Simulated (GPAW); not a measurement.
## A GW chain in GPAW: BaTiO3 (Pm-3m)

Wanted: ground state, empty states, screening and self-energy for BaTiO3 (Pm-3m).

Method: PBE and many-body steps on it, plane waves, in GPAW 26.7.0.

**Experimental background.**

- Gap 3.28 eV: optical gap from first-derivative diffuse reflectance spectrum; UV-vis diffuse reflectance; powder (commercial cubic reference powder, crystallite size 31.8 nm) (“Influence of Rapid Heat Treatment on the Photocatalytic Activity and Stability of Barium Titanates Against a Broad Range of Pollutants”, 2024, pmc:11596716).

- Gap 3.2 eV: optical gap from first-derivative diffuse reflectance spectrum; UV-vis diffuse reflectance; powder (“Influence of Rapid Heat Treatment on the Photocatalytic Activity and Stability of Barium Titanates Against a Broad Range of Pollutants”, 2024, pmc:11596716).

Report form: the programs' logs are mostly left out.

### Step 1. The structure

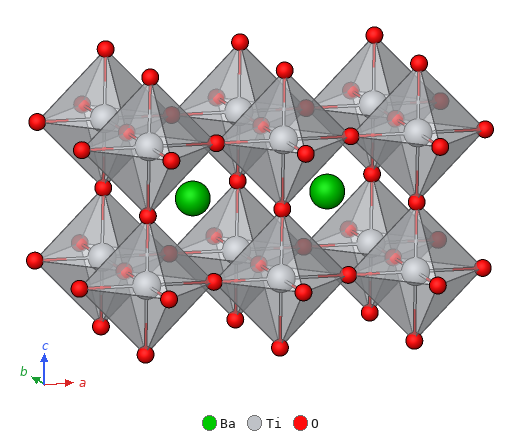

Start, viewed slightly off an axis; barium green, titanium light grey, oxygen red. 2×1×1 cells are drawn. Some periodic images of atoms are drawn too.

The cell and positions come from the Crystallography Open Database and are kept as given unless a step says otherwise. Spin-orbit coupling is left out unless a step names it.

### Step 2. Ground state

This step: GPAW 26.7.0; DFT, PBE, plane waves, PAW.

The ground-state density comes first.

Input file run.py:

```python
import json
import numpy as np
from gpaw.mpi import world
from ase import Atoms
from gpaw import GPAW, PW, FermiDirac

atoms = Atoms(['Ba', 'Ti', 'O', 'O', 'O'],
    cell=[[4.0060000000, 0.0000000000, 0.0000000000],
      [0.0000000000, 4.0060000000, 0.0000000000],
      [0.0000000000, 0.0000000000, 4.0060000000]],
    scaled_positions=[[0.5000000000, 0.5000000000, 0.5000000000],
      [0.0000000000, 0.0000000000, 0.0000000000],
      [0.5000000000, 0.0000000000, 0.0000000000],
      [0.0000000000, 0.5000000000, 0.0000000000],
      [0.0000000000, 0.0000000000, 0.5000000000]],
    pbc=(True, True, True))
calc = GPAW(mode=PW(600),
    xc='PBE',
    kpts={'size': (6, 6, 6), 'gamma': True},
    occupations=FermiDirac(0.001),
    nbands=-8,
    convergence={'density': 1e-6, 'bands': -3},
    maxiter=100,
    txt='gs.txt')
atoms.calc = calc
res = {'energy': atoms.get_potential_energy()}
kpts = calc.get_ibz_k_points()
res['kpts'] = kpts
res['eigenvalues'] = [calc.get_eigenvalues(kpt=k) for k in range(len(kpts))]
res['n_electrons'] = calc.get_number_of_electrons()
calc.write('gs.gpw')

if world.rank == 0:
    with open('result.json', 'w') as f:
        json.dump(res, f, default=lambda x: x.tolist())
```

Run with:

```sh
$ mpirun -n 4 gpaw python run.py
```

Elapsed: 11 s, on 4 MPI ranks of Arm Neoverse V1, shared host; peak memory 0.74 GiB.

This step gave:

* total energy: -39.23 eV
* gap: 1.781 eV
* k of the valence top: 0.5, 0.5, 0.5
* k of the conduction bottom: 0, 0, 0
* least direct gap: 1.918 eV

The gap is indirect, with the least direct gap 0.14 eV higher.

### Step 3. Bands along the symmetry lines

Levels along a band path, at the cheap level, show where the edges lie and whether the meshes to come will hold them.

Input file run.py:

```python
import json
import numpy as np
from gpaw.mpi import world
from gpaw import GPAW

path = [[0.000000, 0.000000, 0.000000],
    [0.000000, 0.062500, 0.000000],
    [0.000000, 0.125000, 0.000000],
    [0.000000, 0.187500, 0.000000],
    [0.000000, 0.250000, 0.000000],
    [0.000000, 0.312500, 0.000000],
    [0.000000, 0.375000, 0.000000],
    [0.000000, 0.437500, 0.000000],
    [0.000000, 0.500000, 0.000000],
    [0.062500, 0.500000, 0.000000],
    [0.125000, 0.500000, 0.000000],
    [0.187500, 0.500000, 0.000000],
    [0.250000, 0.500000, 0.000000],
    [0.312500, 0.500000, 0.000000],
    [0.375000, 0.500000, 0.000000],
    [0.437500, 0.500000, 0.000000],
    [0.500000, 0.500000, 0.000000],
    [0.437500, 0.437500, 0.000000],
    [0.375000, 0.375000, 0.000000],
    [0.312500, 0.312500, 0.000000],
    [0.250000, 0.250000, 0.000000],
    [0.187500, 0.187500, 0.000000],
    [0.125000, 0.125000, 0.000000],
    [0.062500, 0.062500, 0.000000],
    [0.000000, 0.000000, 0.000000],
    [0.062500, 0.062500, 0.062500],
    [0.125000, 0.125000, 0.125000],
    [0.187500, 0.187500, 0.187500],
    [0.250000, 0.250000, 0.250000],
    [0.312500, 0.312500, 0.312500],
    [0.375000, 0.375000, 0.375000],
    [0.437500, 0.437500, 0.437500],
    [0.500000, 0.500000, 0.500000],
    [0.437500, 0.500000, 0.437500],
    [0.375000, 0.500000, 0.375000],
    [0.312500, 0.500000, 0.312500],
    [0.250000, 0.500000, 0.250000],
    [0.187500, 0.500000, 0.187500],
    [0.125000, 0.500000, 0.125000],
    [0.062500, 0.500000, 0.062500],
    [0.000000, 0.500000, 0.000000],
    [0.500000, 0.500000, 0.500000],
    [0.500000, 0.500000, 0.437500],
    [0.500000, 0.500000, 0.375000],
    [0.500000, 0.500000, 0.312500],
    [0.500000, 0.500000, 0.250000],
    [0.500000, 0.500000, 0.187500],
    [0.500000, 0.500000, 0.125000],
    [0.500000, 0.500000, 0.062500],
    [0.500000, 0.500000, 0.000000]]
calc = GPAW('gs.gpw').fixed_density(kpts=path,
    symmetry='off',
    nbands=30,
    convergence={'bands': 26},
    txt='bands.txt')
res = {}
kpts = calc.get_ibz_k_points()
res['kpts'] = kpts
res['eigenvalues'] = [calc.get_eigenvalues(kpt=k) for k in range(len(kpts))]
res['n_electrons'] = calc.get_number_of_electrons()

if world.rank == 0:
    with open('result.json', 'w') as f:
        json.dump(res, f, default=lambda x: x.tolist())
```

Run with:

```sh
$ mpirun -n 4 gpaw python run.py
```

Run time: 14 s. Hardware: 4 MPI ranks; peak memory 0.83 GiB; 57 s of CPU time.

This step gave:

| Property | Result |
| --- | --- |
| gap | 1.781 eV |
| k of the valence top | 0.5, 0.5, 0.5 |
| k of the conduction bottom | 0, 0, 0 |
| least direct gap | 1.918 eV |

The gap is 1.781 eV, as in the run before at this level.

The electronic bands at the labelled points (eV, zero at the top of the highest filled band):

| point | band 17 | band 18 | band 19 | band 20 | band 21 | band 22 | band 23 | band 24 |
| --- | --- | --- | --- | --- | --- | --- | --- | --- |
| Γ | -1.09 | -0.14 | -0.14 | -0.14 | 1.78 | 1.78 | 1.78 | 3.93 |
| X | -1.81 | -1.81 | -0.70 | -0.70 | 1.93 | 3.51 | 3.51 | 3.93 |
| M | -1.71 | -0.86 | -0.86 | -0.08 | 3.52 | 3.52 | 3.94 | 4.78 |
| Γ | -1.09 | -0.14 | -0.14 | -0.14 | 1.78 | 1.78 | 1.78 | 3.93 |
| R | -2.39 | 0.00 | 0.00 | 0.00 | 4.18 | 4.18 | 4.18 | 6.75 |
| X | -1.81 | -1.81 | -0.70 | -0.70 | 1.93 | 3.51 | 3.51 | 3.93 |
| jump to R | -2.39 | 0.00 | 0.00 | 0.00 | 4.18 | 4.18 | 4.18 | 6.75 |
| M | -1.71 | -0.86 | -0.86 | -0.08 | 3.52 | 3.52 | 3.94 | 4.78 |

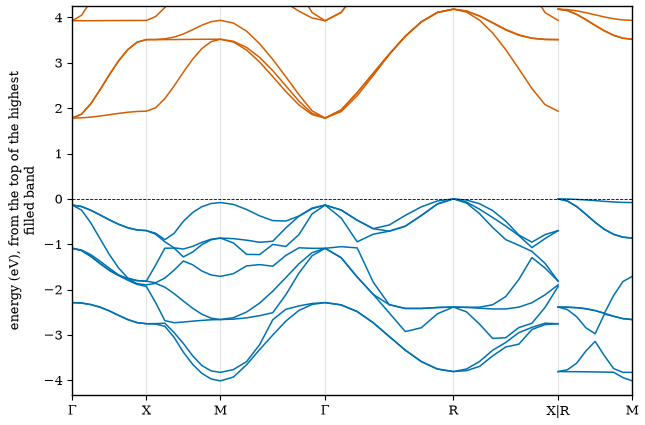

Electronic bands along the path; lines of filled and empty bands in two colours.

### Step 4. Empty states on the mesh, 4×4×4 mesh, 347 bands

The sums over transitions need many empty states on a uniform mesh; this step solves for them.

Input file run.py:

```python
import json
import numpy as np
from gpaw.mpi import world
from gpaw import GPAW

calc = GPAW('gs.gpw').fixed_density(kpts={'size': (4, 4, 4), 'gamma': True},
    parallel={'domain': 1, 'band': 1},
    txt='nscf.txt')
calc.diagonalize_full_hamiltonian(nbands=347)
calc.write('full.gpw', mode='all')
res = {}
kpts = calc.get_ibz_k_points()
res['kpts'] = kpts
res['eigenvalues'] = [calc.get_eigenvalues(kpt=k) for k in range(len(kpts))]
res['n_electrons'] = calc.get_number_of_electrons()

if world.rank == 0:
    with open('result.json', 'w') as f:
        json.dump(res, f, default=lambda x: x.tolist())
```

Run with:

```sh
$ mpirun -n 4 gpaw python run.py
```

It took 35 s on 4 MPI ranks; peak memory 2.2 GiB.

Numbers from this step:

```yaml
gap: 1.781 eV
k_of_the_valence_top: 0.5, 0.5, 0.5
k_of_the_conduction_bottom: 0, 0, 0
least_direct_gap: 1.918 eV
k_points_computed: 10
lowest_point_of_the_top_converged_band_above_the_valence_top: 158.9970 eV
```

On this mesh the gap is 1.781 eV.

### Step 5. Screening and self-energy, 4×4×4 mesh, 337 bands, screening to 175 eV

Now the one-shot GW correction: screening in the RPA, then the self-energy of the levels asked for.

This step: G0W0 on PBE, plane waves, PAW.

Input file run.py:

```python
import json
import numpy as np
from gpaw.mpi import world
from gpaw.response.g0w0 import G0W0

gw = G0W0('full.gpw',
    filename='gw',
    kpts=[0, 9],
    bands=(18, 22),
    ecut=175,
    nbands=337,
    integrate_gamma='WS',
    ppa=True)
gw.calculate()
res = {mode: {k: v for k, v in r.items() if k != 'sigma_eskwn'}
       for mode, r in gw.all_results.items()}

if world.rank == 0:
    with open('result.json', 'w') as f:
        json.dump(res, f, default=lambda x: x.tolist())
```

Run with:

```sh
$ mpirun -n 4 gpaw python run.py
```

Run time: 4.3 min. Hardware: 4 MPI ranks; peak memory 1.9 GiB; 17 min of CPU time.

This step gave:

- G0W0 gap on the points computed: 3.535 eV
- least direct G0W0 gap on the computed points: 3.667 eV
- Z at the valence top: 0.7503
- Z at the conduction bottom: 0.7656
- starting gap on the mesh: 1.781 eV
- k of the valence top: 0.5, 0.5, 0.5
- k of the conduction bottom: 0, 0, 0

The gap on the mesh goes from 1.78 eV to 3.54 eV, a correction of +1.75 eV.

Limits: finite bands, cutoff and mesh; no spin-orbit coupling; coarse k mesh. v1 is the top filled band, c1 the lowest empty one. The levels before and after the correction (eV, zero at the valence-band top of each column):

|  | conduction bottom | valence top |
| --- | --- | --- |
| Kohn-Sham | 1.78 | 0.00 |
| G0W0 | 3.54 | 0.00 |

|  | level | energy (eV) |
| --- | --- | --- |
| Kohn-Sham | Γ v2-v1 | -0.137 |
| Kohn-Sham | Γ c1-c2 | 1.781 |
| Kohn-Sham | (0.5 0.5 0.5) v2-v1 | 0.000 |
| Kohn-Sham | (0.5 0.5 0.5) c1-c2 | 4.183 |
| G0W0 | Γ v2-v1 | -0.134 |
| G0W0 | Γ c1-c2 | 3.535 |
| G0W0 | (0.5 0.5 0.5) v2-v1 | 0.000 |
| G0W0 | (0.5 0.5 0.5) c1-c2 | 6.152 |

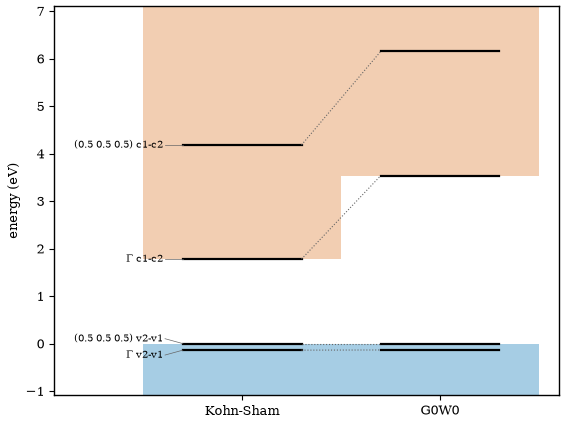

Levels before and after the correction. Shaded: valence and conduction bands.

### Step 6. Where the time went

Times are wall times on 4 MPI ranks of Arm Neoverse V1, shared host, good to a factor of about two.

| step | time | share | memory (GiB) |
| --- | --- | --- | --- |
| ground state | 11 s | 3 % | 0.74 |
| bands along the symmetry lines | 14 s | 5 % | 0.83 |
| empty states on the mesh | 35 s | 11 % | 2.2 |
| screening and self-energy | 4.3 min | 81 % | 1.9 |

### Step 7. What came out

| Item | Value |
| --- | --- |
| PBE gap | 1.78 eV, indirect |
| G0W0 gap on the mesh | 3.54 eV |
| GW settings | 4×4×4 mesh, 337 bands, screening to 175 eV, Godby-Needs plasmon pole |
| known limits | not at the basis limit; no spin-orbit coupling; coarse k mesh |

In words: G0W0 moves the gap on the mesh from 1.78 eV to 3.54 eV (+1.75 eV), with Z of 0.75 and 0.77 at the edges. Only 2 of the mesh's irreducible points were corrected, so a valley elsewhere could overtake. The dearest step here is «screening and self-energy». Against experiment, by G0W0@PBE: the gap of 3.54 eV lies +0.26 eV from the measured 3.28 eV (optical, 2024); the gap of 3.54 eV lies +0.34 eV from the measured 3.2 eV (optical, 2024). An exciton line or allowed optical edge lies below the quasiparticle gap by the binding energy; a forbidden edge can push the onset above it. The calculation has static nuclei and no excitons; a measured gap holds zero-point and thermal motion, which mostly lowers it. Bands and cutoff are finite, so the gap is not at the basis limit. The miss can reach some tenths of an eV and take either sign; the mesh is an error of its own. These stock PAW sets were not made for GW. In the G0W0 run levels were corrected at 2 k points alone, so a gap called «on the mesh» is the least over those, and an edge elsewhere would be missed. The 4×4×4 mesh is coarse for this cell, which bears on the long-range parts of exchange and screening. This is the ideal cubic cell; many perovskites, halides above all, are cubic only on average, and local tilts or off-centring can widen the gap. The many-body steps are scalar-relativistic: spin-orbit coupling is not in them.

[Paths, hosts, dates, memory and timing lines, banners, echoed tables and standing remarks are left out of the program output.]

[Logs are printed without paths, hosts, clocks, repeated set-up lines and the standing remarks that a program may print on its own settings, such as how far it seeks lower states.]

[Runs of the session that timed out or met a known fault of the program may be left out.]

[Hosts, paths, dates, database ids (printed as entryN), source tags and the programs' standing remarks are cut or masked in the printed files.]
